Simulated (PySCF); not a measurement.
```xyz
12

C     2.4110    0.3110    0.0674
S     0.8339    1.1202    0.4803
Si   -0.5068   -0.4824    0.0197
C    -2.2452    0.2080    0.3889
F    -3.1892   -0.7596    0.1166
H     2.4143    0.0327   -0.9812
H     3.1953    1.0342    0.2621
H     2.5476   -0.5643    0.6937
H    -0.3762   -0.8304   -1.3934
H    -0.2085   -1.6277    0.8768
H    -2.4979    1.0725   -0.2299
H    -2.3772    0.4850    1.4376
```

Geometry: GFN2-xTB.

Computed with PBE0/pcSseg-1, SCF density, gas phase, non-relativistic in PySCF.

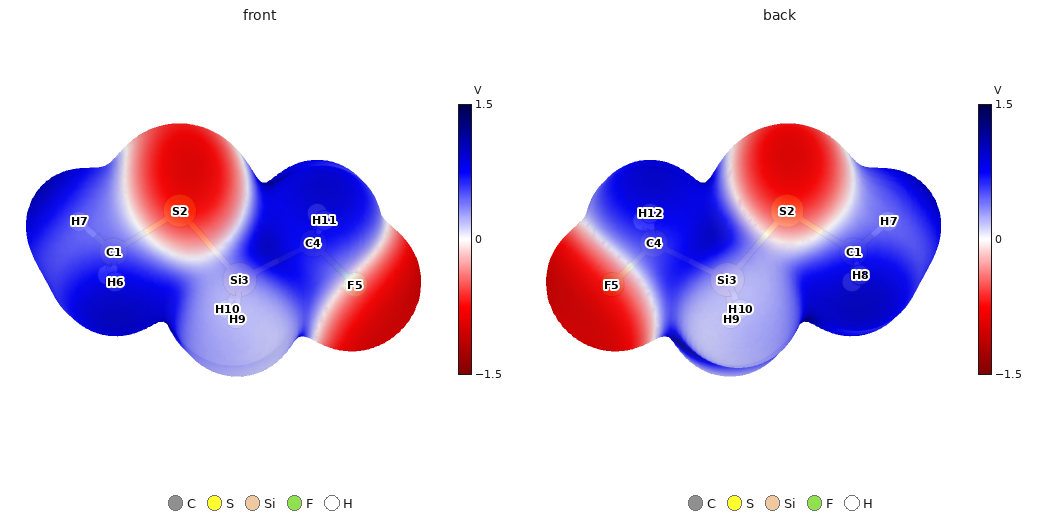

C$_{2}$H$_{7}$FSSi (SMILES CS[SiH2]CF). The electrostatic potential painted on the density surface at 0.002 e/bohr³, seen from the front and from behind; red is negative and blue positive.

Question: Which sites attract a positive test charge, and which a negative one?

Answer: A positive charge is drawn to the negative regions and a negative charge to the positive ones. The most negative region (about −1.0 V, or −23 kcal/mol for a unit charge) lies over F5, the most positive (about +1.2 V, or +28 kcal/mol for a unit charge) over Si3.

Question: What dipole moment does the calculation give?

Answer: Its dipole moment is 1.79 D.
